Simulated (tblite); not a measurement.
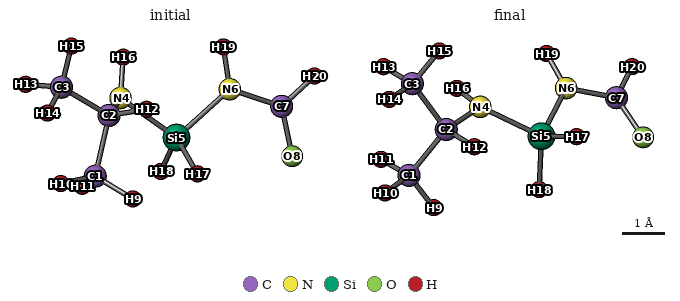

The structure of C$_{4}$H$_{12}$N$_{2}$OSi before (left) and after (right) a relaxation, at one scale.

A ball-and-stick model, seen at a tilt.

Method: GFN2-xTB geometry optimisation, gas phase in tblite. 

Q: Describe what moved and what it gained.

A: Over 159 geometry steps the energy falls by 31.6 kcal/mol. H17 moves most after the best rigid fit: 1.49 Å. Largest moves by element: H 1.49 Å, Si 0.83 Å, C 0.73 Å, N 0.66 Å, O 0.65 Å. Among the contacts that change: N6–C7 1.433 → 1.335 Å, N4–Si5 1.780 → 1.714 Å, C7–O8 1.262 → 1.207 Å, N6–H19 1.061 → 1.006 Å. Among the angles between lasting bonds that change: C2–N4–Si5 108.5° → 122.1°, C2–N4–H16 117.0° → 110.7°, Si5–N6–C7 121.7° → 115.7°. Groups turn about C1–C2 by about 40°, C2–C3 by about 20°. Cost: 1 s on 1 thread of Arm Neoverse V2, on a shared host.
